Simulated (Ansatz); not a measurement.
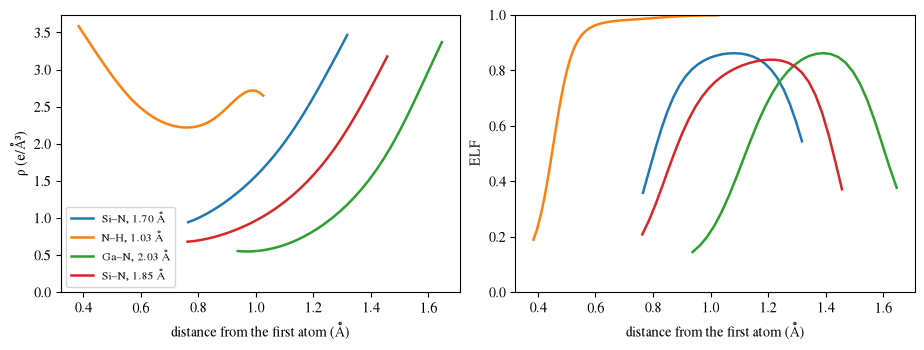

*GaHN$_{2}$Si. Electron density and ELF along straight lines between neighbouring atoms. The curves leave out the atomic cores.*

Geometry: B3LYP-D3(BJ)/def2-SVP.

The calculation used isolated molecule in a Gaussian basis; Kohn-Sham density functional theory, functional PBE0 in Ansatz.

| atom | x (Å) | y (Å) | z (Å) |
| --- | --- | --- | --- |
| Ga | -1.2712 | 2.6172 | -2.8602 |
| N | -0.5507 | 0.9040 | -1.6940 |
| N | -0.8782 | 2.2868 | -0.8999 |
| Si | -1.4134 | 0.9101 | -0.0580 |
| H | 0.4626 | 0.7533 | -1.6383 |

Q: Compare the contacts.

A: Si–N (1.70 Å): ρ is about 1.1 e/Å³ halfway; the ELF peaks at about 0.85 between the atoms: a shared but strongly polarised pair.
N–H (1.03 Å): ρ at the midpoint is about 2.9 e/Å³; the ELF climbs to about 1 towards the hydrogen, as it does in any bond to H: an ordinary covalent bond to hydrogen.
Ga–N (2.03 Å): ρ at the midpoint is about 0.56 e/Å³; the ELF peaks at about 0.85 in the valence shell of N, 0.6 Å from its nucleus, and is about 0.25 at the midpoint.
Si–N (1.85 Å): the density is about 0.83 e/Å³ at the midpoint; the ELF peaks at about 0.85 between the atoms: a polar covalent bond.
